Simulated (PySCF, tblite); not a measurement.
# C₆H₇S+: dynamics, then NMR shifts on frames, part 1 of 2

Aim: move C₆H₇S+ (`Cc1ccc[s+]c1`) away from its starting geometry and see how NMR shifts follow the geometry.

Programs: tblite 0.8.0 and PySCF 2.14.0, with density-fitted response routines of our own. Each step states its level of theory. These are calculated values for one molecule in the gas phase, unless marked as measured. Atoms are numbered from 0 throughout.

**1. Starting geometry**

14 atoms, charge 1, multiplicity 1; geometry from: GFN2-xTB.

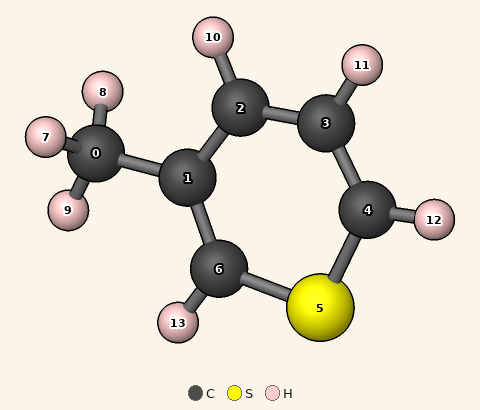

As it starts; carbon dark grey, sulfur yellow, hydrogen pink, atoms numbered; sticks join atoms by distance.

**2. Dynamics with GFN2-xTB**

The job: settings as JSON, then the geometry in Å.

```
{"job": {"kind": "md", "xc": "GFN2-xTB", "basis": "xTB", "temperature": 600, "steps": 2000, "every": 50, "frames": 5}, "charge": 1, "multiplicity": 1}
C      2.063781    -0.296116    -0.243613
C      0.630446     0.058230    -0.056762
C     -0.346934    -0.942119    -0.158440
C     -1.705257    -0.715156     0.012545
C     -2.231343     0.522564     0.301694
S     -1.302074     1.919051     0.483314
C      0.272013     1.361766     0.227829
H      2.407272    -0.889569     0.603912
H      2.192382    -0.905270    -1.135860
H      2.692424     0.585514    -0.320924
H     -0.018616    -1.946866    -0.384233
H     -2.387687    -1.548261    -0.085323
H     -3.294336     0.664434     0.428959
H      1.027250     2.131325     0.304735
```

Method: GFN2-xTB Langevin dynamics, gas phase.

Run with:

```bash
> OMP_NUM_THREADS=1 python probes_run.py task.json out
```

The driver reads the jobs from task.json and runs them one after another.

What it wrote:

```text
t/fs     T/K      E/eV
    0.0   464.8   -522.38175
   25.0   302.0   -521.79868
   50.0   424.3   -521.78842
   75.0   459.3   -521.94581
  100.0   423.6   -521.90841
  125.0   410.4   -521.84411
  150.0   592.5   -521.72978
  175.0   616.2   -521.77756
  200.0   616.6   -521.62389
  225.0   529.8   -521.57349
  250.0   378.0   -521.61050
  275.0   370.1   -521.61038
  300.0   397.3   -521.75901
  325.0   416.3   -521.72643
  350.0   550.7   -521.72496
  375.0   655.1   -521.59467
  400.0   587.0   -521.49560
  425.0   553.1   -521.56826
  450.0   561.7   -521.26252
  475.0   567.2   -521.18870
  500.0   635.6   -521.42992
  525.0   641.8   -521.41965
  550.0   496.0   -521.52574
  575.0   643.3   -521.69514
  600.0   594.7   -521.55134
  625.0   614.2   -521.52300
  650.0   667.1   -521.52055
  675.0   664.6   -521.57560
  700.0   447.3   -521.12832
  725.0   549.6   -521.27464
  750.0   791.2   -521.34836
  775.0   724.4   -521.32458
  800.0   636.7   -520.79888
  825.0   599.4   -520.84778
  850.0   923.2   -521.48114
  875.0   583.5   -521.01936
  900.0   633.1   -521.23097
  925.0   519.0   -521.23374
  950.0   592.3   -521.55596
  975.0   461.4   -521.65146
 1000.0   353.8   -521.69508
```

Run time: 11 s. Hardware: 1 thread of Intel Xeon Platinum 8488C, shared host; peak memory 0.18 GiB.

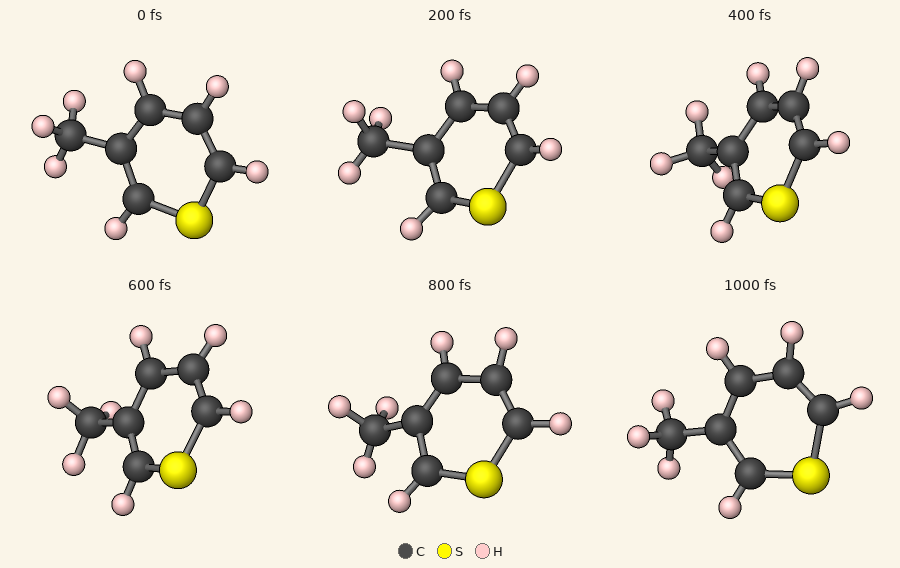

Frames of the run.

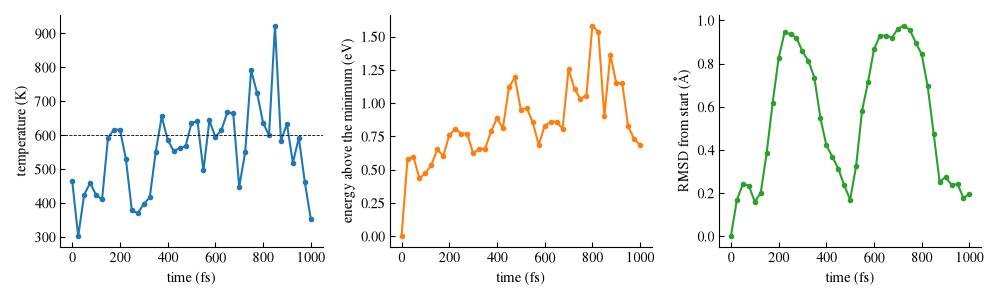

Temperature, potential energy and distance from the start.

Positions (Å) and forces (eV/Å) at 1000 fs:

```xyz
14

C     2.457   -0.239    0.797    1.181   -0.964    0.777
C     1.008   -0.354    0.883   -1.603   -0.576   -0.533
C     0.340   -1.554    0.566   -0.386    1.593    1.125
C    -1.052   -1.726    0.584    1.776   -1.859   -0.185
C    -1.906   -0.725    0.729   -1.086    2.304   -0.320
S    -1.373    0.956    1.057   -2.348   -1.627   -0.147
C     0.235    0.777    1.218    1.332   -1.957   -0.479
H     2.964   -0.552    1.738   -0.401    0.030   -0.376
H     2.870   -0.884    0.021   -0.144    0.038    0.031
H     2.780    0.759    0.635    0.174    0.886   -0.248
H     0.831   -2.464    0.535    1.497   -1.229   -0.500
H    -1.306   -2.802    0.453   -0.534    1.045    0.039
H    -2.945   -0.930    0.503   -0.087    0.616    0.384
H     0.787    1.524    1.679    0.630    1.700    0.432
```

**3. Shielding tensors: 250 fs, PBE0/pcSseg-1**

The job: settings as JSON, then the geometry in Å.

```
{"job": {"kind": "nmr", "xc": "PBE0", "basis": "pcSseg-1", "pop": false}, "charge": 1, "multiplicity": 1}
C      2.003500    -0.525800    -0.546500
C      0.566200    -0.364900    -0.207400
C     -0.357400    -1.166200    -0.728500
C     -1.621000    -1.236500    -0.400500
C     -2.192700    -0.440400     0.612600
S     -1.392900     0.882700     1.250800
C      0.190100     0.711400     0.624600
H      2.498000     0.313000    -1.018100
H      2.527600    -0.628800     0.432800
H      2.288200    -1.329200    -1.193500
H     -0.219500    -1.893400    -1.530000
H     -2.231200    -2.038700    -0.874800
H     -3.263500    -0.482100     0.875000
H      0.950300     1.366100     1.084500
```

With the program's defaults for keys left out, this is: GIAO PBE0/pcSseg-1 NMR shielding, non-relativistic, gas phase.

What it wrote:

```text
coarse grid: 12480 points
cycle   1  E = -630.1908027806  dE =  1.576e+00  |g| = 3.615e-01  |ddm| = 3.742e+00
cycle   2  E = -630.1383905282  dE =  5.241e-02  |g| = 5.508e-01  |ddm| = 9.855e-01
cycle   3  E = -630.2261243234  dE = -8.773e-02  |g| = 8.815e-02  |ddm| = 6.383e-01
cycle   4  E = -630.2280944527  dE = -1.970e-03  |g| = 3.135e-02  |ddm| = 1.263e-01
cycle   5  E = -630.2283091577  dE = -2.147e-04  |g| = 9.308e-03  |ddm| = 3.056e-02
cycle   6  E = -630.2283277285  dE = -1.857e-05  |g| = 4.651e-03  |ddm| = 1.286e-02
cycle   7  E = -630.2283339283  dE = -6.200e-06  |g| = 6.760e-04  |ddm| = 4.852e-03
final grid: 116600 points
cycle   8  E = -630.2729555220  dE = -1.737e-05  |g| = 9.244e-03  |ddm| = 3.601e-02
cycle   9  E = -630.2729252886  dE =  3.023e-05  |g| = 1.376e-02  |ddm| = 2.356e-02
cycle  10  E = -630.2729776473  dE = -5.236e-05  |g| = 1.423e-03  |ddm| = 1.610e-02
cycle  11  E = -630.2729782237  dE = -5.765e-07  |g| = 3.640e-04  |ddm| = 1.768e-03
cycle  12  E = -630.2729782551  dE = -3.138e-08  |g| = 1.296e-04  |ddm| = 4.441e-04
cycle  13  E = -630.2729782589  dE = -3.768e-09  |g| = 4.591e-05  |ddm| = 1.384e-04
cycle  14  E = -630.2729782593  dE = -4.800e-10  |g| = 2.052e-05  |ddm| = 6.079e-05
converged SCF energy = -630.2729782593

GIAO shielding tensors (ppm)
atom      isotropic    diamagn.    paramagn.     s11        s22        s33       span
  0 C      163.199     242.808     -79.609    145.051    153.601    190.946     45.895
  1 C       32.081     259.183    -227.101    -60.525    -29.199    185.968    246.494
  2 C       48.030     252.130    -204.100    -54.583     17.801    180.873    235.456
  3 C       42.224     255.865    -213.641    -70.170     18.399    178.444    248.614
  4 C       17.408     263.966    -246.558   -114.033    -12.025    178.283    292.317
  5 S       98.947    1055.896    -956.948   -189.193    -82.031    568.066    757.259
  6 C       15.419     259.701    -244.282   -109.924     -8.234    164.415    274.338
  7 H       28.298      27.162       1.137     23.438     26.924     34.532     11.094
  8 H       28.079      26.201       1.878     22.947     26.870     34.419     11.472
  9 H       29.126      28.026       1.100     23.971     27.779     35.627     11.655
 10 H       22.550      30.155      -7.606     16.866     23.038     27.745     10.879
 11 H       22.235      27.409      -5.174     17.565     23.400     25.742      8.177
 12 H       21.590      27.193      -5.604     18.470     20.680     25.619      7.149
 13 H       21.435      30.303      -8.868     17.869     19.638     26.799      8.930
```

Wall time 22 s (1 thread of Intel Xeon Platinum 8488C, shared host); peak memory 0.73 GiB.

Shifts follow as δ = σ(reference) − σ, with reference shieldings (ppm) from runs at the same level and on the same kind of geometry: 1H TMS 31.72, 13C TMS 186.9, 33S CS2 504. The references are single molecules in the gas phase. Each atom is listed at this fixed geometry, with no averaging over motion; a spectrum would average atoms that exchange fast.

| atoms | environment | σ (ppm) | δ (ppm) |
| --- | --- | --- | --- |
| C6 | aromatic CH next to the ring sulfur | 15.4 | 171.5 |
| C4 | aromatic CH next to the ring sulfur | 17.4 | 169.5 |
| C1 | substituted aromatic carbon | 32.1 | 154.8 |
| C3 | aromatic CH | 42.2 | 144.7 |
| C2 | aromatic CH | 48.0 | 138.9 |
| C0 | methyl carbon on an aromatic ring | 163.2 | 23.7 |
| H13 | hydrogen on an aromatic CH next to the ring sulfur | 21.44 | 10.28 |
| H12 | hydrogen on an aromatic CH next to the ring sulfur | 21.59 | 10.13 |
| H11 | hydrogen on an aromatic CH | 22.24 | 9.48 |
| H10 | hydrogen on an aromatic CH | 22.55 | 9.17 |
| H8 | hydrogen on a methyl carbon on an aromatic ring | 28.08 | 3.64 |
| H7 | hydrogen on a methyl carbon on an aromatic ring | 28.30 | 3.42 |
| H9 | hydrogen on a methyl carbon on an aromatic ring | 29.13 | 2.59 |
| S5 | aromatic ring sulfur | 99 | 405 |

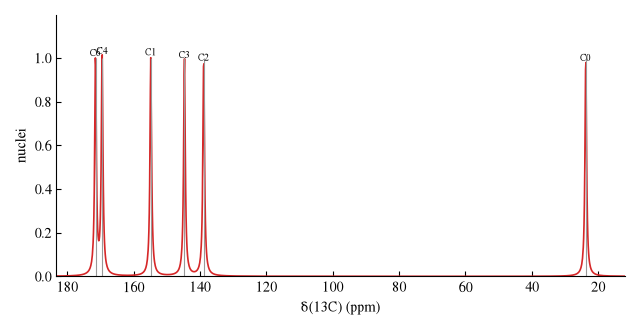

13C lines at the computed shifts, without couplings. Lines are broadened to a width of 0.59 ppm (Lorentzian).

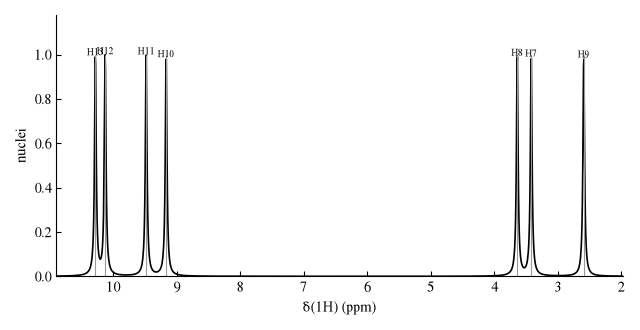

1H lines at the computed shifts, without couplings. Lines are broadened to a width of 0.03 ppm (Lorentzian).

Ring of atoms C1, C2, C3, C4, S5, C6: NICS(0) -7.5, NICS(1) -10.8, NICS(1)zz -26.1 ppm (means of both faces).

The fields below are evaluated on a grid from the run's orbitals.

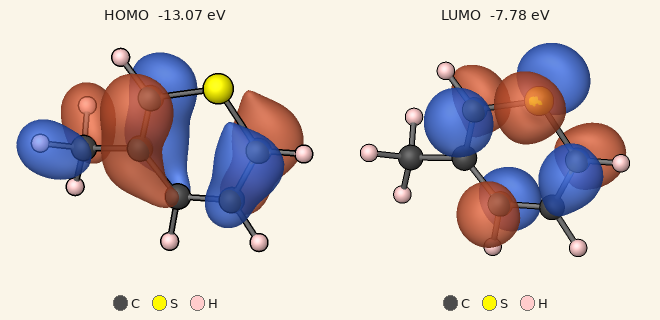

Frontier orbitals at PBE0/pcSseg-1; each surface holds 70 % of the orbital's density, blue and red mark the sign.

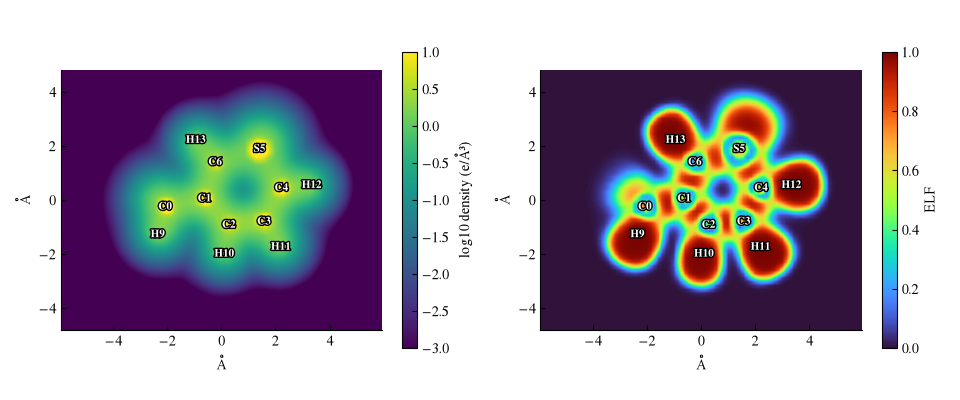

Density (left) and ELF (right) in a plane through or near 12 of the atoms.

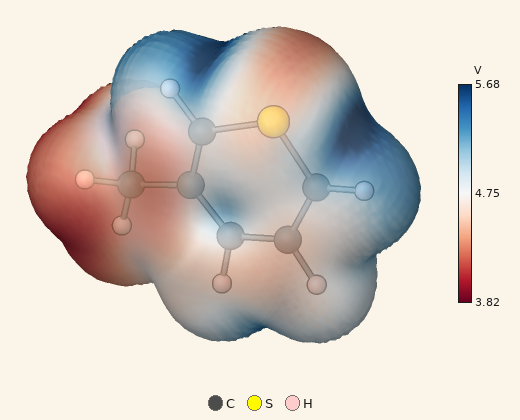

Electrostatic potential on the surface of density 0.002 e/bohr³; red is low, blue high. It runs, from the 1st to the 99th percentile, from 3.82 to 5.68 V.

**4. Shielding tensors: 425 fs, PBE0/pcSseg-1**

The job: settings as JSON, then the geometry in Å.

```
{"job": {"kind": "nmr", "xc": "PBE0", "basis": "pcSseg-1", "pop": false}, "charge": 1, "multiplicity": 1}
C      1.879500    -0.005400    -1.223600
C      0.723200    -0.408700    -0.224400
C     -0.083500    -1.461300    -0.595700
C     -1.272800    -1.709400    -0.068100
C     -1.838000    -0.933700     0.906900
S     -1.174400     0.504900     1.567700
C      0.343900     0.383400     0.820100
H      2.806200    -0.152400    -0.650900
H      1.996200    -0.723500    -2.060400
H      1.819800     1.039900    -1.489800
H      0.328800    -2.140700    -1.313200
H     -1.867500    -2.568500    -0.365500
H     -2.719200    -1.397200     1.373400
H      0.993500     1.124100     1.250000
```

With the program's defaults for keys left out, this is: GIAO PBE0/pcSseg-1 NMR shielding, non-relativistic, gas phase.

What it wrote:

```text
coarse grid: 12480 points
cycle   1  E = -630.1905134938  dE =  1.495e+00  |g| = 3.416e-01  |ddm| = 3.726e+00
cycle   2  E = -630.1442035267  dE =  4.631e-02  |g| = 5.175e-01  |ddm| = 9.227e-01
cycle   3  E = -630.2221178089  dE = -7.791e-02  |g| = 9.006e-02  |ddm| = 6.231e-01
cycle   4  E = -630.2242063703  dE = -2.089e-03  |g| = 3.282e-02  |ddm| = 1.314e-01
cycle   5  E = -630.2244636452  dE = -2.573e-04  |g| = 5.942e-03  |ddm| = 3.020e-02
cycle   6  E = -630.2244713473  dE = -7.702e-06  |g| = 2.607e-03  |ddm| = 9.443e-03
final grid: 116600 points
cycle   7  E = -630.2695149290  dE = -1.598e-05  |g| = 1.114e-02  |ddm| = 3.831e-02
cycle   8  E = -630.2694632975  dE =  5.163e-05  |g| = 1.745e-02  |ddm| = 3.005e-02
cycle   9  E = -630.2695467616  dE = -8.346e-05  |g| = 1.857e-03  |ddm| = 2.118e-02
cycle  10  E = -630.2695477231  dE = -9.616e-07  |g| = 4.901e-04  |ddm| = 2.234e-03
cycle  11  E = -630.2695477849  dE = -6.181e-08  |g| = 1.389e-04  |ddm| = 6.269e-04
cycle  12  E = -630.2695477894  dE = -4.457e-09  |g| = 5.110e-05  |ddm| = 1.644e-04
cycle  13  E = -630.2695477900  dE = -5.705e-10  |g| = 2.228e-05  |ddm| = 6.594e-05
converged SCF energy = -630.2695477900

GIAO shielding tensors (ppm)
atom      isotropic    diamagn.    paramagn.     s11        s22        s33       span
  0 C      152.275     244.732     -92.457    125.758    144.591    186.476     60.718
  1 C       30.188     259.341    -229.153    -65.056    -27.257    182.876    247.932
  2 C       35.623     254.739    -219.116    -64.121     -5.862    176.851    240.972
  3 C       48.947     255.243    -206.296    -65.084     29.847    182.079    247.163
  4 C        7.814     263.090    -255.276   -118.902    -28.758    171.101    290.003
  5 S      147.514    1055.755    -908.241   -214.400     20.214    636.730    851.130
  6 C       20.475     261.748    -241.273    -96.491    -18.752    176.668    273.159
  7 H       27.769      26.438       1.331     23.892     26.343     33.071      9.179
  8 H       27.964      27.699       0.265     23.397     26.970     33.524     10.127
  9 H       28.407      28.060       0.347     23.474     27.362     34.384     10.910
 10 H       23.138      31.239      -8.101     19.075     22.134     28.205      9.130
 11 H       22.727      28.052      -5.326     18.361     23.622     26.197      7.836
 12 H       21.558      26.832      -5.274     17.474     21.462     25.738      8.264
 13 H       22.436      31.490      -9.054     18.111     20.744     28.454     10.342
```

Wall time 17 s (1 thread of Intel Xeon Platinum 8488C, shared host); peak memory 0.75 GiB.

Key values: δ C4 179.1, C6 166.4, C1 156.7, C2 151.3, H12 10.16, H13 9.28 ppm.

(Continued in part 2 of 2.)
